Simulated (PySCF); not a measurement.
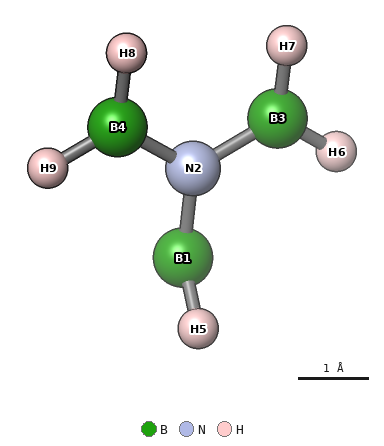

**Figure 1.** The structure as given in the input (ball-and-stick view, seen at a tilt; atoms are numbered from 1 in the order of the input).

# Run report: B₃NH₅, EPR calculation

- system: B₃NH₅, multiplicity 2
- method: UKS B3LYP, pcH-1 on B H N, non-relativistic, mean-field spin-orbit, GIAO (PySCF 2.14.0)

It belongs to a series of runs on one base structure; here: H removed from B.

## Input file
```
{"job": {"kind": "epr", "basis": "pcH-1"}, "charge": 0, "multiplicity": 2}
B     -1.280299    -0.837652    -0.505842
N     -0.148185    -0.094724    -0.136201
B      1.128930    -0.738551    -0.057520
B     -0.272043     1.309889     0.115400
H     -2.045015    -1.378521     0.182775
H      1.219341    -1.872340    -0.347030
H      2.059210    -0.126654     0.296520
H      0.671801     1.920525     0.432960
H     -1.320179     1.824021    -0.006244
```

The first line tells a small driver script what to run in PySCF; the rest is the geometry in Å.

Machine: 1 CPU thread, shared host.

Launched with:
```bash
OMP_NUM_THREADS=1 python <driver script> task.json out
```

## The program's output
```
UKS, coarse grid
  cycle   1  E = -132.26693999  |g| = 2.30e-01
  cycle   2  E = -132.25183052  |g| = 3.12e-01
  cycle   3  E = -132.29360046  |g| = 4.44e-02
  cycle   4  E = -132.29445036  |g| = 1.58e-02
  cycle   5  E = -132.29461880  |g| = 3.47e-03
  cycle   6  E = -132.29462932  |g| = 6.66e-04
  cycle   7  E = -132.29462981  |g| = 1.72e-04
UKS, final grid
  cycle   1  E = -132.29462789  |g| = 1.18e-04
  cycle   2  E = -132.29462789  |g| = 1.43e-04
  cycle   3  E = -132.29462790  |g| = 3.41e-05
  cycle   4  E = -132.29462790  |g| = 7.76e-06
E = -132.29462790 Eh   <S^2> = 0.7518 (exact 0.7500)
g shifts (ppm)      1          2          3
  rmc           -94        -94        -94
  gc             21         11         -8
  oz_so       -1526         13        222
  total       -1599        -70        120
hyperfine (MHz)  atom isotope    a_iso     a_fc   dipolar eigenvalues
    0   11B     380.05     380.05    -40.79    -40.35     81.14
    1   14N       8.65       8.65     -2.25     -1.53      3.77
    2   11B       4.21       4.21     -3.95     -1.76      5.71
    3   11B       3.93       3.93     -3.96     -1.87      5.83
    4    1H     114.32     114.32    -17.23     -2.70     19.93
    5    1H      -3.00      -3.00     -2.99     -1.19      4.18
    6    1H      -6.52      -6.52     -2.81     -0.91      3.72
    7    1H      -6.19      -6.19     -2.79     -0.91      3.70
    8    1H      -3.06      -3.06     -2.69     -1.30      3.99
```

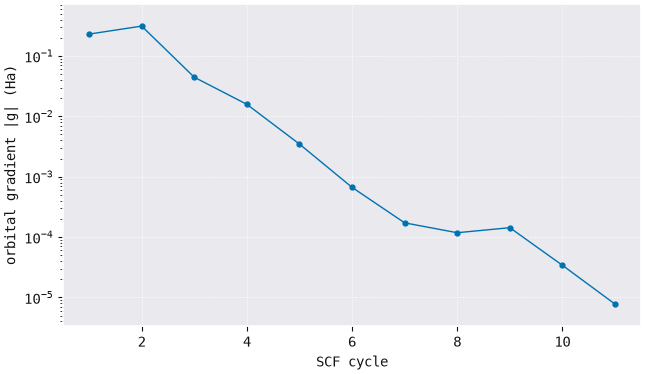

**Figure 2.** Convergence of the self-consistent field: orbital gradient |g| against the SCF cycle. All cycles printed in the log are drawn one after another.

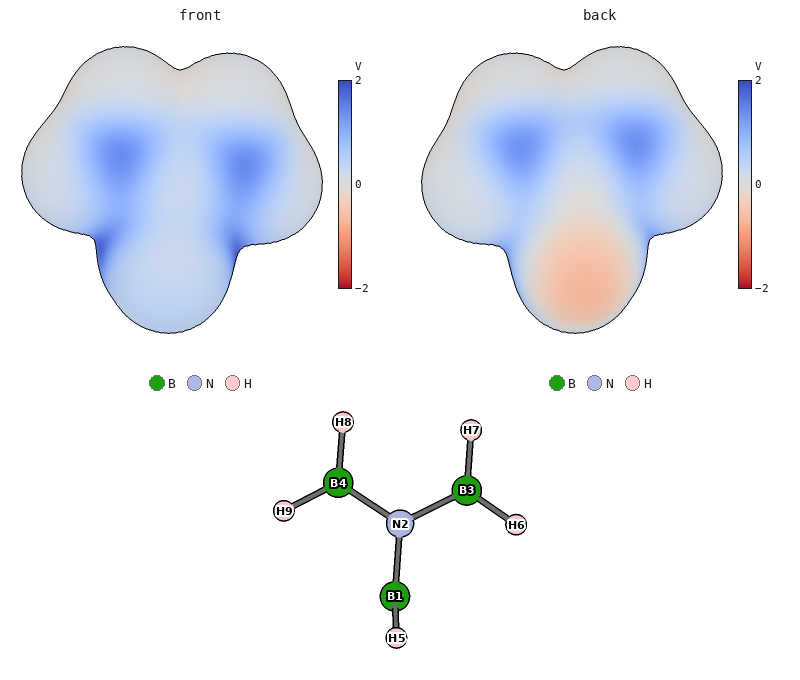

**Figure 3.** The molecular electrostatic potential painted on the density surface at 0.002 e/bohr³, seen face on and from behind; the colour scale runs from red (negative) to blue (positive). The bare structure is drawn below in the same view.

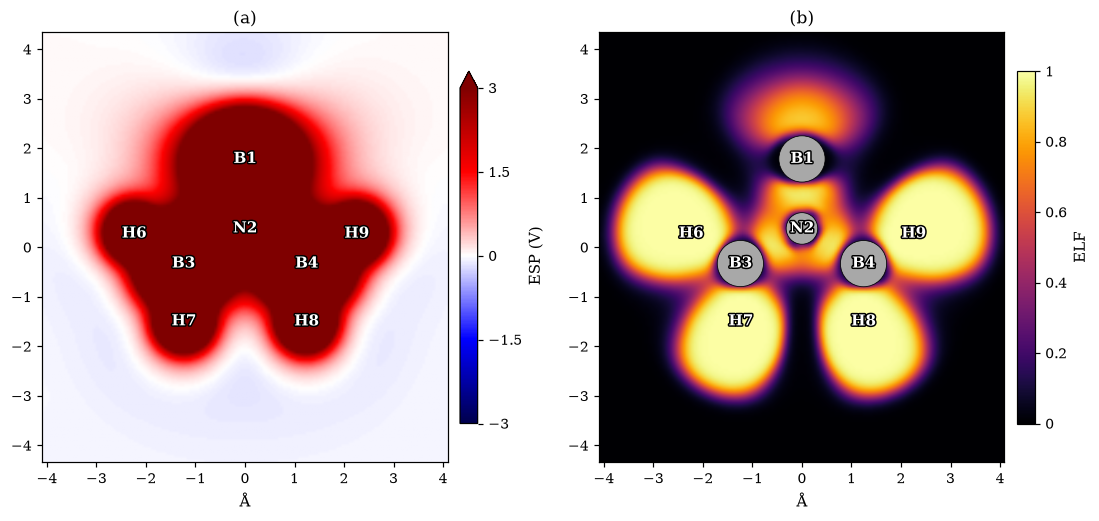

**Figure 4.** (a) electrostatic potential; (b) electron localisation function on the plane of atoms H8, B4 and H9. Grey discs, where drawn, cover atomic cores. The section cuts through B, N and H sites. B–N (1.40 Å): the ELF peaks at about 0.95 between the atoms, which marks a polar covalent bond. B–H (1.17 Å): the ELF climbs to about 1 towards the hydrogen, as it does in any bond to H (a covalent bond by its length). The potential has no marked negative region in this plane.

## Summary

```tsv
quantity	value
outcome	converged
total energy	−132.294628 hartree
⟨S²⟩	0.752
isotropic g	2.0018
wall time	8.8 s
peak memory	0.52 GiB
```
